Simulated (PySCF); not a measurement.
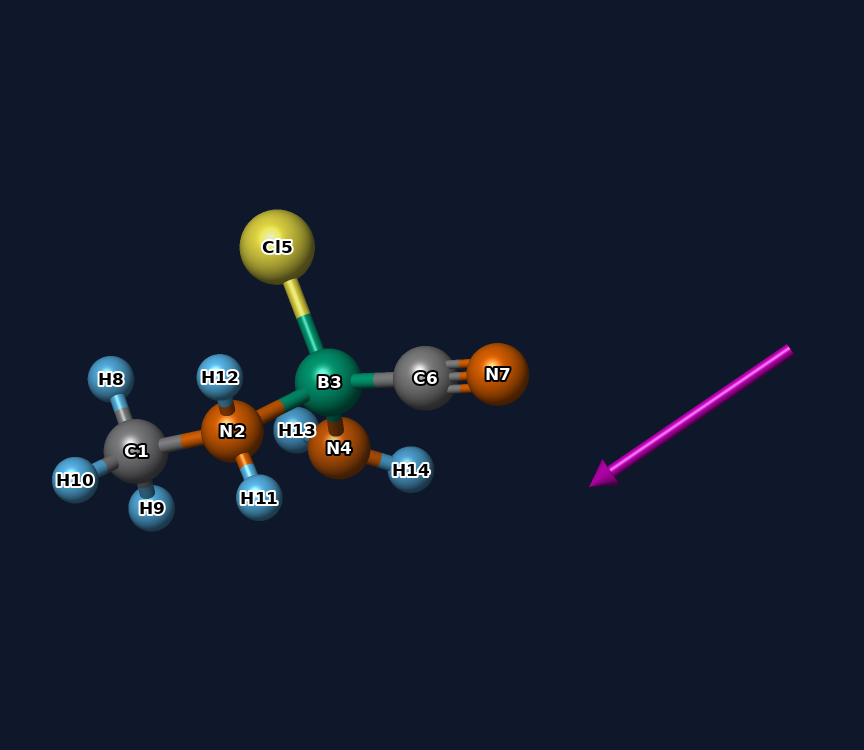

The arrow beside the molecule shows the direction of the dipole moment, from the negative to the positive end (its length means nothing). The geometry was computed by an optimisation with GFN2-xTB. No frequency run is at hand to confirm it as a minimum. Method: CAM-B3LYP/def2-SVPD, gas phase (PySCF 2.14.0).

**Estimate the dipole moment.**

6.62 D; it points from the side of N7 to the side of H10 (the outermost atoms at the two ends).

The geometry is semi-empirical. Around B such bond lengths and angles can be off by a tenth of an ångström or more and by several degrees, and values that hang on the shape move with them.
